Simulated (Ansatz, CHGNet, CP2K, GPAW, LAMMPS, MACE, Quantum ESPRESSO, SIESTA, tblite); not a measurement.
# tblite on glassy 25SiO2-50B2O3-12CaO-12Na2O (mol %) (62 atoms): settings against a plane-wave reference

Wanted: tblite inputs and outputs for glassy 25SiO2-50B2O3-12CaO-12Na2O (mol %) (62 atoms), checked against a plane-wave reference.

Method: the method is named at each step, in tblite 0.8.0.

### 1. The structure

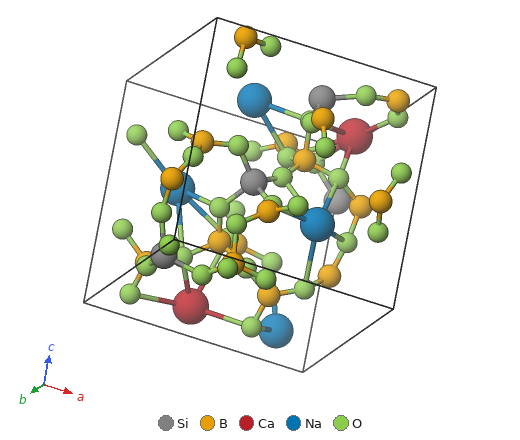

Start, viewed from a free direction; silicon grey, boron orange, calcium red, sodium blue, oxygen green. Bonds to atoms that aren't drawn are left out. Some periodic images of atoms are drawn too.

The cell holds 62 atoms: 4 Si, 16 B, 2 Ca, 4 Na and 36 O. Its edges and angles: a = 8.940 Å, b = 8.940 Å, c = 8.940 Å, α = 90.0°, β = 90.0°, γ = 90.0°. 62 atoms (4 Si, 16 B, 2 Ca, 4 Na, 36 O) placed at random at 2.2 g/cm³, melted at 3000 K for 20 ps at fixed volume with the Buckingham and Coulomb pair potential of Guillot and Sator (Geochim. Cosmochim. Acta 71, 1249 (2007)) with the boron terms of Wang et al. (J. Non-Cryst. Solids 498, 294 (2018)). Quenched from 3000 K to 300 K at 20 K/ps and fixed volume, held 10 ps at zero pressure.

The yardstick, on the same geometry:

| Quantity | Value |
| --- | --- |
| method | Kohn-Sham DFT, PBE, SSSP efficiency 1.3.0 pseudopotentials, plane waves (Quantum ESPRESSO 7.5); sssp-pbe-1.3.0-efficiency, cutoffs 60/480 Ry, Γ point |
| r.m.s. force component | 1.039 eV/Å |
| longest force | 4.019 eV/Å |
| pressure | -1.005 GPa |
| gap (highest filled to lowest empty level) | 3.773 eV |
| time | 2.6 min on 2 MPI ranks of Arm Neoverse V1, shared host |
| CPU time | 5.3 min |

### 2. GFN1-xTB

Method: GFN1-xTB tight binding, diagonalisation.

Contents of run.py:

```python
import numpy as np
from ase.io import read
from tblite.ase import TBLite

atoms = read("structure.xyz")
atoms.calc = TBLite(method="GFN1-xTB", electronic_temperature=580, accuracy=1.0, max_iterations=250, mixer_damping=0.4, verbosity=1)
energy = atoms.get_potential_energy()
forces = atoms.get_forces()
print(f"energy {energy:.6f} eV")
print("forces (eV/A)")
for i, (a, f) in enumerate(zip(atoms, forces)):
    print(f"{i:4d} {a.symbol:2s} {f[0]:10.5f} {f[1]:10.5f} {f[2]:10.5f}")
stress = -atoms.get_stress(voigt=False) * 160.21766
print("stress (GPa, compression positive)")
for row in stress:
    print(" ".join(f"{x:10.4f}" for x in row))
print("charges (e)")
print(np.array2string(atoms.get_charges(), precision=4, suppress_small=True, max_line_width=110, threshold=100000))
```

Contents of structure.xyz:

```xyz
62
Lattice="8.94046 0.00000 0.00000 0.00000 8.94046 0.00000 0.00000 0.00000 8.94046" Properties=species:S:1:pos:R:3 pbc="T T T"
Si 4.01874 4.11690 4.74765
Si 8.77122 8.30712 6.68344
Si 1.09521 4.06344 0.86070
Si 5.53790 2.66551 8.16488
B 3.86737 6.27513 2.92138
B 6.10705 6.11599 1.40937
B 8.74359 5.40540 5.61005
B 0.28744 2.43467 3.23305
B 8.32768 6.20772 2.91039
B 4.05700 1.92139 2.95294
B 5.29114 8.56773 3.90573
B 3.19925 2.24280 0.66901
B 7.77489 0.35869 4.07166
B 8.35593 2.31245 8.86438
B 1.47035 7.01075 1.52033
B 1.52041 3.44056 5.38672
B 1.38166 0.39910 8.69656
B 6.13593 5.09964 6.56605
B 5.00505 0.56262 6.59332
B 6.12940 7.54485 7.92849
Ca 4.00622 8.53635 0.99516
Ca 8.08092 5.68542 8.31347
Na 2.21840 7.32161 4.83992
Na 3.91002 5.51725 8.40680
Na 7.52447 8.71194 1.16539
Na 6.70400 3.89545 3.81704
O 4.88963 5.66396 1.99283
O 8.29344 0.17720 5.32798
O 5.05807 1.89305 6.83123
O 5.91581 6.46494 7.01361
O 0.28279 1.28313 0.22691
O 4.75194 0.70683 3.03618
O 5.13138 0.02244 5.31761
O 0.99722 2.63261 4.41382
O 4.55481 7.38196 3.59317
O 2.90404 3.38155 5.66396
O 0.06035 6.76158 6.15792
O 2.76153 6.88192 2.12184
O 3.29080 5.30151 3.83331
O 4.52495 3.01392 3.65146
O 7.50811 4.87443 6.20209
O 7.54316 8.06698 7.74047
O 1.42359 8.07198 0.55252
O 6.99904 2.06507 8.58141
O 1.05336 5.70026 0.89601
O 8.89316 3.58933 8.72571
O 2.93596 1.95698 2.09484
O 2.63171 1.06910 8.90988
O 2.49260 3.44798 0.33437
O 5.27603 4.71806 5.51492
O 0.34287 7.13914 2.55921
O 5.96651 6.95255 0.32874
O 8.25142 1.40052 3.28097
O 7.34021 5.85564 1.97110
O 0.87411 4.53317 5.95166
O 6.77150 8.44319 3.60578
[... 2 atom lines left out ...]
O 5.77303 4.21614 7.79259
O 1.16047 0.06196 7.29184
O 5.23562 8.62450 7.66600
O 0.44363 3.35088 2.17951
```

Run with:

```console
> OMP_NUM_THREADS=1 python run.py > output.txt
```

Log:

```text
------------------------------------------------------------
  cycle        total energy    energy error   density error
------------------------------------------------------------
      1     -191.7731042350  -1.9254162E+02   1.0194427E+00
      2     -196.3844982579  -4.6113940E+00   7.2836065E-01
      3     -201.1984194006  -4.8139211E+00   4.4177485E-01
      4     -204.4920059962  -3.2935866E+00   1.3240163E-01
      5     -204.2368019481   2.5520405E-01   1.4550713E-01
      6     -204.6137541509  -3.7695220E-01   2.4627256E-02
      7     -204.6209621658  -7.2080149E-03   1.3533427E-02
      8     -204.6229543487  -1.9921829E-03   5.0373130E-03
      9     -204.6235261366  -5.7178791E-04   1.5637582E-03
     10     -204.6235886902  -6.2553594E-05   7.5474211E-04
     11     -204.6235978233  -9.1331203E-06   1.0361351E-04
     12     -204.6235978962  -7.2849417E-08   4.8373292E-05
     13     -204.6235979341  -3.7964753E-08   8.5309854E-06
------------------------------------------------------------
 total:                                   2.595 sec
energy -5568.091713 eV
forces (eV/A)
   0 Si   -0.12570    0.99653   -0.65196
   1 Si   -0.41015   -0.42897   -1.30182
   2 Si    1.22579    0.55189    0.73340
   3 Si    0.90109    0.56868    0.54417
   4 B     0.50757    0.82427    0.13691
   5 B    -2.35223    0.16662    1.66293
   6 B    -1.34663    0.99599   -1.44108
   7 B    -0.00472    0.36414    1.38019
   8 B     1.81565   -0.00236    2.17736
   9 B    -0.28346   -0.67671   -0.25868
  10 B     0.11654   -0.44689    1.26470
  11 B    -1.40747   -0.81862    0.78160
  12 B    -0.84143   -0.77448    0.42600
  13 B     0.28861   -2.21996   -1.10902
  14 B    -1.35554   -0.39142    0.70744
  15 B    -0.07350    1.46588   -0.15916
  16 B     0.01413    0.91715    0.91298
  17 B     0.02743    1.34930    0.49056
  18 B     1.73093   -2.38829   -3.08627
  19 B     0.90364   -0.84977   -2.48025
  20 Ca   -0.36001    0.05980   -0.07083
  21 Ca    0.22236   -0.20320   -0.34111
  22 Na   -0.01258    0.04669   -0.03132
  23 Na   -0.08722   -0.24768    0.04529
[...]
54 O     1.40420   -1.35847   -0.00239
  55 O     0.91579    1.17533   -0.29341
  56 O    -0.97215   -0.01897   -1.93263
  57 O     0.64720    0.04098   -1.06205
  58 O     0.20349    0.00138    0.67059
  59 O    -1.00293   -0.48340   -0.61219
  60 O    -1.81699    0.81035    1.93361
  61 O     0.14289   -1.13629    1.67636
stress (GPa, compression positive)
    1.5515    -1.5158     0.2997
   -1.5158     2.1933     0.9873
    0.2997     0.9873     2.6572
charges (e)
[ 0.4694  0.4658  0.4934  0.4631  0.7155  0.6964  0.712   0.7021  0.6987  0.6813  0.7081  0.7036  0.6903
  0.6858  0.7095  0.6923  0.7155  0.7122  0.6799  0.7162  0.6038  0.6919  0.2116  0.1403  0.096   0.2218
 -0.492  -0.3381 -0.3311 -0.53   -0.4803 -0.4312 -0.4922 -0.4223 -0.5307 -0.3466 -0.3664 -0.4561 -0.389
 -0.3499 -0.481  -0.3821 -0.4882 -0.3603 -0.3455 -0.3291 -0.4933 -0.4645 -0.3505 -0.3323 -0.496  -0.4275
 -0.4305 -0.4245 -0.4464 -0.4911 -0.5014 -0.3655 -0.3767 -0.3683 -0.4223 -0.3437]
```

Run time: 3.4 s. Hardware: 1 thread of Arm Neoverse V1, shared host; peak memory 0.1 GiB.

Banners, paths, timers and routine set-up lines are dropped from the logs unmarked, and long logs keep their key lines alone; longer cuts are marked.

Compared with the plane-wave run:

| Quantity | Value |
| --- | --- |
| r.m.s. force component | 1.008 eV/Å |
| r.m.s. difference of force components | 405.5 meV/Å |
| longest difference of force vectors | 1367 meV/Å |
| force difference over r.m.s. force | 39.01 % |
| slope of forces against the reference's | 0.8941 |
| correlation of force components | 0.922 |
| pressure | 2.134 GPa |
| pressure difference | 3.139 GPa |

Length of the force difference by element (eV/Å):

```csv
element,atoms,mean,most
B,16,0.72,1.4
Ca,2,0.80,0.96
Na,4,0.47,0.75
O,36,0.57,1.1
Si,4,1.0,1.3
```

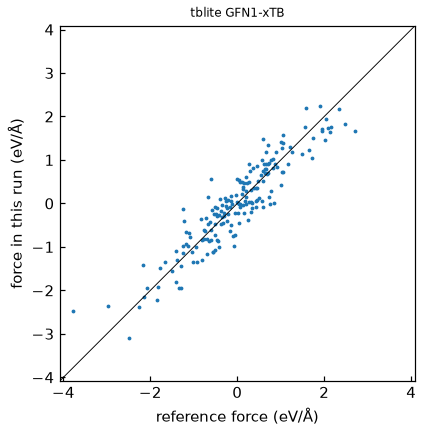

Force components against those of the reference; the line marks equality.

A closer look about Ca22, one of the 2 Ca atoms: 15 atoms, nearest first, numbered in the order of the input, with positions taken from that point.

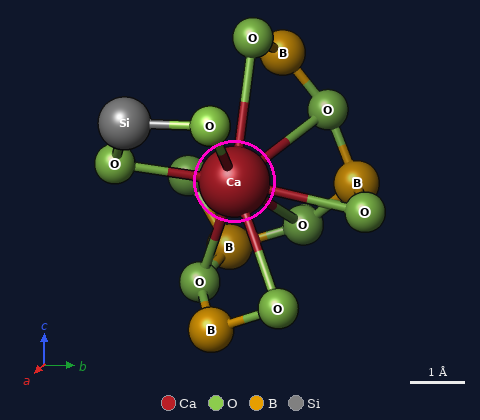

The atoms of the table, within 2.9 Å (arrows a, b, c point along x, y, z); some may hide others; the central atom is ringed.

```csv
atom,x,y,z,distance (Å),bonds,Mulliken charge (e),Fx,Fy,Fz (eV/Å)
Ca22,0.00,0.00,0.00,0.00,9,0.69,0.22,-0.20,-0.34
O46,0.81,-2.10,0.41,2.29,3,-0.33,-1.94,1.02,-1.15
O41,-0.57,-0.81,-2.11,2.33,4,-0.48,0.86,-1.31,1.19
O45,1.91,0.01,1.52,2.45,3,-0.35,-0.07,-1.94,-1.49
O42,-0.54,2.38,-0.57,2.51,4,-0.38,0.62,0.50,1.05
O37,0.92,1.08,-2.16,2.58,4,-0.37,1.14,-0.09,0.52
O30,-2.17,0.78,-1.30,2.64,4,-0.53,-0.73,-0.12,-0.97
O52,-2.11,1.27,0.96,2.64,6,-0.43,-0.23,0.83,1.58
B18,-1.94,-0.59,-1.75,2.68,4,0.71,0.03,1.35,0.49
O54,-0.74,0.17,2.60,2.71,4,-0.42,-0.09,-0.82,-0.64
B20,-1.95,1.86,-0.38,2.72,4,0.72,0.90,-0.85,-2.48
O59,-2.31,-1.47,-0.52,2.79,4,-0.38,0.20,0.00,0.67
B7,0.66,-0.28,-2.70,2.80,4,0.71,-1.35,1.00,-1.44
B6,-1.97,0.43,2.04,2.87,3,0.70,-2.35,0.17,1.66
Si3,1.95,-1.62,1.49,2.94,4,0.49,1.23,0.55,0.73
```

Atoms are counted from 1 here, from 0 in the log.

Forces lie 39 % from the reference's, at 0.010 times its CPU time (on 1 against 2 cores).

### 3. Summary of results

```
force difference from the reference : tblite GFN1-xTB, 39 %
its CPU time                        : 3.3 s
```

**Reading.** Tight binding differs by 39 % (tblite GFN1-xTB); it is another model, with fitted parameters of its own, and the xTB methods hold dispersion. One electronic-structure run takes under half the reference's CPU time: tblite GFN1-xTB, at 39 % in 3.3 s against 5.3 min; its pressure misses by +3.1 GPa. Periodic xTB results under one method name differ between programs and library versions. The reference's pressure holds the uncorrected Pulay stress of its 60 Ry basis, so small pressure differences, and their order, may be the reference's own error. The quench rate of 20 K/ps is many orders above laboratory rates, so the cell is likely richer in defects and strain than a real sample. The network of bonds at the start is that of the classical potential that made the cell, and needn't be the one that DFT or experiment would give. The electronic-structure runs sample only Γ, in a cell whose shortest periodic width is 9 Å.

[Also dropped from logs without a mark: logging warnings of Python, and SIESTA's first energy breakdown and zero terms.]

[Logs are printed without paths, hosts, clocks, repeated set-up lines and the standing remarks that a program may print on its own settings, such as how far it seeks lower states.]

[Hosts, paths, dates, database ids (printed as entryN), source tags and the programs' standing remarks are cut or masked in the printed files.]
